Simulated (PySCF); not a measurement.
Breaking a bond: BO, doublet.

Levels of theory: UHF/cc-pVTZ (PySCF); UKS-TPSSh = unrestricted TPSSh/cc-pVTZ in PySCF; ROHF/cc-pVTZ (PySCF).

Magnitude of the dipole moment (D; its direction can reverse along the curve, and a method can change to another solution) and Mulliken charge of the fragment that holds B1:

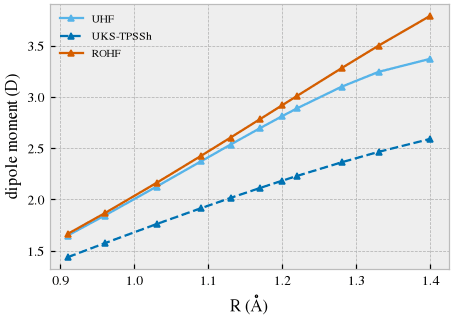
Fig. 1. Dipole moment against bond length.

| R / Å | μ UHF | q UHF | μ UKS-TPSSh | q UKS-TPSSh | μ ROHF | q ROHF |
|---|---|---|---|---|---|---|
| 0.91 | 1.65 | -0.11 | 1.44 | -0.24 | 1.66 | -0.11 |
| 0.96 | 1.84 | -0.04 | 1.57 | -0.16 | 1.87 | -0.04 |
| 1.03 | 2.12 | 0.05 | 1.76 | -0.06 | 2.16 | 0.06 |
| 1.09 | 2.37 | 0.12 | 1.91 | 0.02 | 2.42 | 0.13 |
| 1.13 | 2.53 | 0.16 | 2.01 | 0.06 | 2.60 | 0.17 |
| 1.17 | 2.70 | 0.20 | 2.11 | 0.11 | 2.78 | 0.22 |
| 1.20 | 2.81 | 0.23 | 2.18 | 0.14 | 2.92 | 0.25 |
| 1.22 | 2.89 | 0.25 | 2.23 | 0.16 | 3.01 | 0.27 |
| 1.28 | 3.10 | 0.30 | 2.36 | 0.21 | 3.28 | 0.33 |
| 1.33 | 3.24 | 0.33 | 2.46 | 0.25 | 3.50 | 0.37 |
| 1.40 | 3.37 | 0.36 | 2.59 | 0.29 | 3.79 | 0.42 |

The scan ran from 0.91 to 4.82 Å; beyond the distances shown one of the unrestricted levels run for this scan, shown here or not, changes its spin distribution in one step. The unrestricted determinant behind UHF is spin-contaminated at 1.33 to 1.40 Å (<S²> up to 0.9, against 0.75 for a pure doublet).
